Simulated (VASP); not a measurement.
Band structure of H (relaxed from the simple-cubic structure, space group Pm-3m). Calculation: PBEsol GGA, VASP's PBE PAW potentials (set 64) (plane waves; VASP).

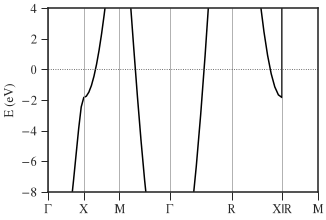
Figure: Bands along high-symmetry lines, zero at the valence-band maximum or, without a gap, the Fermi level

### Question
Read the plot: is there a gap, and where are the band edges?

### Answer
It has no gap at this level: it comes out as a metal or semimetal. (Edges off the drawn lines would not show.)

The structure was generated: H was put into the simple-cubic type (Pm-3m), which need not be its known phase. It was relaxed first, which changed the volume by -11 %.
